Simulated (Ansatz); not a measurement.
# Ga₂NH (singlet): correlated methods under varied settings

What do other methods and options give for Ga₂NH (singlet) at this geometry, and how long do they take?

Program: Ansatz 0.2.0, Gaussian basis. Level of theory: the settings change from run to run. These are calculated values, not measurements.

15 further runs of the same task are left out: 5 that didn't finish, 10 set aside as unsound or not needed. Runs told in other sessions of the task aren't counted.

## Step 1: The system

The geometry is a PBE0/def2-TZVP stationary point (not a proven minimum). No spin-orbit coupling is included. The filled d shell of Ga may be among the frozen orbitals whatever the setting's name suggests.

4 atoms, charge 0, spin multiplicity 1.

Atoms are counted from 1 here; the program's logs count them from 0.

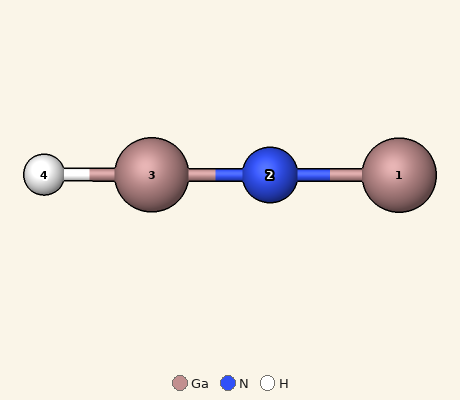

The geometry (gallium pink, nitrogen blue, hydrogen white); atoms are numbered from 1 in the order of the file.

## Step 2: CCSD(T) on RHF/cc-pVDZ

in.yaml

```yaml
crystal:
  periodic: [false, false, false]
  atoms:
    - {symbol: Ga, position_ang: [0.000000, 0.000000, -2.600175]}
    - {symbol: N, position_ang: [0.000000, 0.000000, -0.764875]}
    - {symbol: Ga, position_ang: [0.000000, 0.000000, 0.918125]}
    - {symbol: H, position_ang: [0.000000, 0.000000, 2.446925]}
basis:
  gaussian: {orbitals: cc-pVDZ}
magnetization: {spin_polarized: false}
correlation: {method: ccsd_t, electrons: outside_noble_gas}
accuracy: high
```

On the command line:

```
$ ansatz run in.yaml --threads 1 --pin off --events-out ev --progress --plain --max-ram 2393MiB
```

Output, cut to the lines that bear on the results:

```text
Functional definition: HF
  name "HF"
  cite "Fock, Z. Phys. 61, 126 (1930) doi:10.1007/BF01340294"
  parent pbe
[...]
1497 factors; integrals over basis functions are off by at most 4.4e-9 eV
[...]
mean field -106163.30700132 eV, -3901.4295722246 hartree, gradient 2.0e-8 eV, S^2 0.000000; 0 other end points of the search recorded, 0 dependent functions left out
29 core orbitals not correlated: weight in the atoms' cores, before any rotation towards them, 0.966 or more for the frozen orbitals, at most 0.052 for the correlated occupied ones
reference -106163.30700132 eV, -3901.4295722246 hartree; 6, 6 occupied and 38, 38 virtual orbitals, 1497 factors
second order -7.78241207 eV of doubles, -0.00000000 eV of singles
cycle   1  -7.53632989 eV  change    2.5e-1 eV  update   1.5e-1
[...]
cycle  22  -8.09461965 eV  change  -5.1e-10 eV  update   1.4e-9
perturbative correction -0.40662913 eV, -0.0149433450 hartree
Total energy: -106171.80825011 eV, -3901.7419873551 hartree
```

It took 4.8 s on 1 thread of Arm Neoverse V1, shared host.

From the report: correlation -8.5012 eV; T1 0.027; largest double amplitude 0.05.

## Step 3: CISD/6-31G

Changes to in.yaml since step 2:

```diff
@@ -8,5 +8,3 @@
 basis:
-  gaussian: {orbitals: cc-pVDZ}
-magnetization: {spin_polarized: false}
-correlation: {method: ccsd_t, electrons: outside_noble_gas}
-accuracy: high
+  gaussian: {orbitals: 6-31G}
+correlation: {active_space: {ras: {orbitals: [16, 0, 34], electrons: 32, max_holes: 2, max_particles: 2}, fixed_orbitals: true}}
```

Same command.

Output:

```text
Functional definition: HF
  name "HF"
  cite "Fock, Z. Phys. 61, 126 (1930) doi:10.1007/BF01340294"
  parent pbe
  exchange = exact_x
  correlation = 0
672 factors; integrals over basis functions are off by at most 5.7e-4 eV
mean field evaluation 1: about -106139.5061 eV, gradient 5.5e1 eV
mean field evaluation 2: about -106139.5526 eV, gradient 5.5e1 eV
mean field evaluation 4: about -106146.9698 eV, gradient 5.3e0 eV
mean field evaluation 8: about -106147.1006 eV, gradient 1.7e-1 eV
mean field -106147.10099205 eV, -3900.8340123686 hartree, gradient 2.5e-6 eV, S^2 0.000000; 0 other end points of the search recorded, 0 dependent functions left out
reference -106147.10099205 eV, -3900.8340123686 hartree; 35, 35 occupied and 34, 34 virtual orbitals, 672 factors
state -106159.48640591 eV, -3901.2891679330 hartree
Total energy: -106159.48640591 eV, -3901.2891679330 hartree
```

Wall time 18 s (1 thread of Arm Neoverse V1, shared host); peak memory 0.28 GiB.

From the report: 113,887 determinants.

## Step 4: CCSD on RHF/6-31G

Changes to in.yaml since step 3:

```diff
@@ -9,2 +9,6 @@
   gaussian: {orbitals: 6-31G}
-correlation: {active_space: {ras: {orbitals: [16, 0, 34], electrons: 32, max_holes: 2, max_particles: 2}, fixed_orbitals: true}}
+magnetization: {spin_polarized: false}
+hamiltonian: {pseudopotentials: {relativity: scalar}}
+correlation: {method: ccsd, electrons: valence}
+scf: {lower_state_search: light}
+output: {forces: true}
```

Same command.

Output, cut to the lines that bear on the results:

```text
Functional definition: HF
  name "HF"
  cite "Fock, Z. Phys. 61, 126 (1930) doi:10.1007/BF01340294"
  parent pbe
[...]
680 factors; integrals over basis functions are off by at most 5.6e-4 eV
[...]
mean field -106976.68116181 eV, -3931.3205212976 hartree, gradient 2.1e-6 eV, S^2 0.000000; 0 other end points of the search recorded, 0 dependent functions left out
19 core orbitals not correlated: weight in the atoms' cores, before any rotation towards them, 1.000 or more for the frozen orbitals, at most 0.000 for the correlated occupied ones
reference -106976.68116181 eV, -3931.3205212976 hartree; 16, 16 occupied and 34, 34 virtual orbitals, 680 factors
second order -14.97178569 eV of doubles, -0.00000000 eV of singles
cycle   1  -13.40923483 eV  change     1.6e0 eV  update   1.7e-1
[...]
cycle  13  -14.22859265 eV  change   -3.3e-7 eV  update   1.7e-6
[...]
Total energy: -106990.90975446 eV, -3931.8434124329 hartree
Relativity: scalar
Atom 0 at     0.000000     0.000000    -2.600175 Å, force    -0.000000    -0.000000    -0.323078 eV/Å
Atom 1 at     0.000000     0.000000    -0.764875 Å, force     0.000000    -0.000000     0.024584 eV/Å
Atom 2 at     0.000000     0.000000     0.918125 Å, force     0.000000     0.000000     0.125655 eV/Å
Atom 3 at     0.000000     0.000000     2.446925 Å, force    -0.000000     0.000000     0.172839 eV/Å
Dipole moment:     0.000000     0.000000     0.623206 e Å
```

Run time: 7 s. Hardware: 1 thread of Arm Neoverse V1, shared host.

From the report: correlation -14.2286 eV; T1 0.021; largest double amplitude 0.05.

## Step 5: NEVPT4(SD)(12,8)/STO-3G

in.yaml

```yaml
crystal:
  periodic: [false, false, false]
  atoms:
    - {symbol: Ga, position_ang: [0.000000, 0.000000, -2.600175]}
    - {symbol: N, position_ang: [0.000000, 0.000000, -0.764875]}
    - {symbol: Ga, position_ang: [0.000000, 0.000000, 0.918125]}
    - {symbol: H, position_ang: [0.000000, 0.000000, 2.446925]}
basis:
  gaussian: {orbitals: STO-3G}
correlation: {method: fic_nevpt4_sd, electrons: outside_noble_gas, active_space: {window: {electrons: 12, orbitals: 8}, states: [{multiplicity: 1, weights: [1, 0.5, 1, 1]}], root: 0}}
scf: {lower_state_search: full}
```

Launched as before.

Output, cut to the lines that bear on the results:

```text
Functional definition: HF
  name "HF"
  cite "Fock, Z. Phys. 61, 126 (1930) doi:10.1007/BF01340294"
  parent pbe
[...]
555 factors; integrals over basis functions are off by at most 5.2e-8 eV
[...]
mean field -104929.20509909 eV, -3856.0771638219 hartree, gradient 1.9e-6 eV, S^2 0.000000; 10 other end points of the search recorded, 0 dependent functions left out; unrestricted orbitals would lower it
reference -104929.14920014 eV, -3856.0751095734 hartree; 35, 35 occupied and 7, 7 virtual orbitals, 555 factors
state -104930.93709065 eV, -3856.1408133377 hartree
state -104926.40623595 eV, -3855.9743074986 hartree
state -104926.29691605 eV, -3855.9702900662 hartree
state -104926.29383701 eV, -3855.9701769138 hartree
state -104930.93709065 eV, -3856.1408133377 hartree; corrected -104933.73403772 eV, -3856.2435992468 hartree
state -104926.40623595 eV, -3855.9743074986 hartree; corrected -104928.99544830 eV, -3856.0694592973 hartree
state -104926.29691605 eV, -3855.9702900662 hartree; corrected -104928.93094556 eV, -3856.0670888656 hartree
state -104926.29383701 eV, -3855.9701769138 hartree; corrected -104928.91751203 eV, -3856.0665951924 hartree
Total energy: -104933.73403772 eV, -3856.2435992468 hartree
```

It took 23 s on 1 thread of Arm Neoverse V1, shared host; peak memory 0.26 GiB.

From the report: 784 determinants; active occupations (of the averaged states) 2.00, 2.00, 2.00, 1.99, 1.62, 1.57, 0.43, 0.39.

## Step 6: BCCD(T) on UHF/cc-pVDZ

in.yaml

```yaml
crystal:
  periodic: [false, false, false]
  atoms:
    - {symbol: Ga, position_ang: [0.000000, 0.000000, -2.600175]}
    - {symbol: N, position_ang: [0.000000, 0.000000, -0.764875]}
    - {symbol: Ga, position_ang: [0.000000, 0.000000, 0.918125]}
    - {symbol: H, position_ang: [0.000000, 0.000000, 2.446925]}
basis:
  gaussian: {orbitals: cc-pVDZ}
magnetization: {spin_polarized: true, initial_magnetization: 0}
correlation: {method: bccd_t, electrons: outside_noble_gas}
```

The command is unchanged.

Output, cut to the lines that bear on the results:

```text
Functional definition: HF
  name "HF"
  cite "Fock, Z. Phys. 61, 126 (1930) doi:10.1007/BF01340294"
  parent pbe
[...]
828 factors; integrals over basis functions are off by at most 1.0e-3 eV
[...]
mean field -106163.30664300 eV, -3901.4295590566 hartree, gradient 2.1e-6 eV, S^2 0.000000; 12 other end points of the search recorded, 0 dependent functions left out
determinant -106163.30664300 eV, -3901.4295590566 hartree, with singles and doubles -106171.40142086 eV, -3901.7270366559 hartree
determinant -106160.57016085 eV, -3901.3289951922 hartree, with singles and doubles -106167.48232187 eV, -3901.5830124246 hartree
determinant -106159.88370625 eV, -3901.3037684510 hartree, with singles and doubles -106166.94340658 eV, -3901.5632076531 hartree
determinant -106159.86953891 eV, -3901.3032478107 hartree, with singles and doubles -106167.76320034 eV, -3901.5933345180 hartree
29 core orbitals not correlated: weight in the atoms' cores, before any rotation towards them, 0.966 or more for the frozen orbitals, at most 0.052 for the correlated occupied ones
reference -106163.30664300 eV, -3901.4295590566 hartree; 6, 6 occupied and 38, 38 virtual orbitals, 828 factors
second order -7.78239769 eV of doubles, -0.00000000 eV of singles
cycle   1  -8.02268455 eV  change    7.2e-2 eV  update   2.6e-2
[...]
cycle   9  -8.04859353 eV  change   -1.1e-7 eV  update   6.6e-6
perturbative correction -0.45809104 eV, -0.0168345353 hartree
Total energy: -106171.81332758 eV, -3901.7421739486 hartree
```

Run time: 42 s. Hardware: 1 thread of Arm Neoverse V1, shared host.

From the report: ⟨S²⟩ of the determinant 0.000 (pure singlet: 0.00); correlation -8.5067 eV; largest double amplitude 0.06.

## Step 7: The runs in one table

| level | correlated | functions | energy (eV) | time |
| --- | --- | --- | --- | --- |
| CCSD(T) on RHF/cc-pVDZ | outside noble gas | 73 | -106171.8083 | 4.8 s |
| CISD/6-31G | valence | 69 | -106159.4864 | 18 s |
| CCSD on RHF/6-31G (relativity set) | valence | 69 | -106990.9098 | 7 s |
| NEVPT4(SD)(12,8)/STO-3G (lowest root of an average) | outside noble gas | 42 | -104933.7340 | 23 s |
| BCCD(T) on UHF/cc-pVDZ | outside noble gas | 73 | -106171.8133 | 42 s |

## Step 8: What came out

```
quantity                          value
    runs                              5
quickest  CCSD(T) on RHF/cc-pVDZ, 4.8 s
 slowest   BCCD(T) on UHF/cc-pVDZ, 42 s
```

In words: Total energies in different bases, with other cores or another treatment of relativity can't be set against each other. «valence» and «outside noble gas» are the program's key words; the logs give how many orbitals each freezes, and for Ga to Kr the 3d shell needn't follow the word's plain sense. BCCD(T) on UHF/cc-pVDZ took 9 times as long as CCSD(T) on RHF/cc-pVDZ; the jobs differ in more than the method.
